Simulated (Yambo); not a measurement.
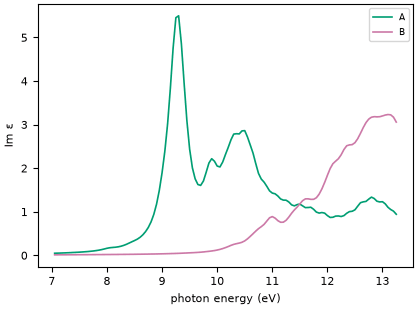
Fig. 1. Two computed absorption spectra of SiO2 (α-quartz, space group P3_121, No. 152) (Yambo, PBEsol bands with the same scissor, field along x)

Axes are Cartesian, with cell vectors (Å) (4.91, 0.00, 0.00), (-2.46, 4.26, 0.00), (0.00, 0.00, 5.43).

Problem. Which curve includes the electron-hole attraction (BSE), and where are its main peaks?

Solution. Curve A: the attraction moves weight to lower energy (centre of the plotted range 10.5 eV against 12.2 eV). Its peaks lie at 9.3 eV, 10.5 eV, 12.8 eV. Settings: 6×6×6 mesh, 12 valence and 5 conduction bands, static screening with 66 bands and a 3 Ry block, scissor 2.95 eV, Tamm-Dancoff. The scissor comes from a G0W0 run whose convergence isn't established. Broadening 0.15 eV. The band window holds all transitions up to 13.3 eV. Fine structure above the onset can come from the mesh.

Geometry of the Materials Project entry, not relaxed at this level; primitive cell a = b = 4.915 Å, c = 5.431 Å, α = β = 90.00°, γ = 120.00°.
